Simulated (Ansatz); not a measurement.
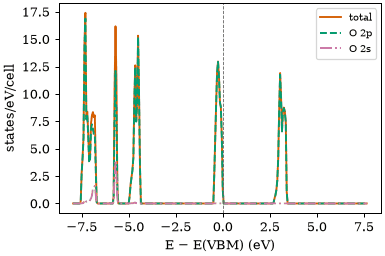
Fig. 1. Total and projected density of states of O (α-O2, C2/m), r²SCAN in the plane-wave PAW code Ansatz

### Question
Which orbitals carry the states next to the gap?

### Answer
Top 1 eV of the valence band: O 2p 100 %. Bottom 1 eV of the conduction band: O 2p 99 %. Projections are on Löwdin-orthogonalised atomic valence shells; empty p or d shells of many metals are not among them.

### Question
Where is the tallest occupied peak in this window, and what makes it?

### Answer
Near -7.3 eV, about 17 states/eV per cell; the largest projected share is O 2p.

Symmetry was held in the r²SCAN relaxation, as lowered by the spin order. Magnetic state: antiferromagnetic, chosen from 5 collinear starts compared on coarse meshes (ties went to the first, and starts can fall back to one state), not a proven ground state. Textbook magnetic order: antiferromagnetic. The substance is a gas or liquid at ambient conditions; this is its low-temperature solid. Other orbital occupations within this spin state were not tried. No Hubbard U is applied. A crystal of weakly bound units computed without a dispersion correction: the cell and the soft elastic constants depend strongly on that.

Potentials: the later of the program's two PAW sets.
